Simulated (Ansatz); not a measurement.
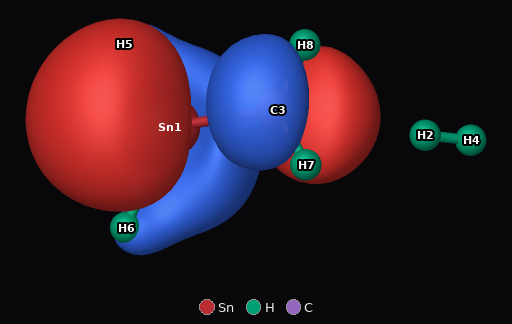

CH₄Sn···H₂. One frontier orbital at ±0.1 Å⁻³ᐟ² (blue and red are the two phases), seen from one side.

Core potentials replace the inner electrons of Sn.

Method: Ansatz 0.2.0, RKS PBE-D4/def2-SVP.

```xyz
8

Sn   -0.7530    1.3758    0.4191
H     0.2491   -2.3936   -0.2586
C     0.7949    0.3893   -0.3295
H     0.2481   -3.1639   -0.3017
H    -2.1242    1.8000   -0.5238
H    -0.9716    1.6129    2.1060
H     1.6560    0.1293    0.3046
H     0.9006    0.2503   -1.4161
```

Which orbital is it: HOMO or LUMO?

The LUMO, at −2.37 eV. By Hirshfeld shares it lies mainly on Sn1 (about 55 %) and C3 (about 30 %).
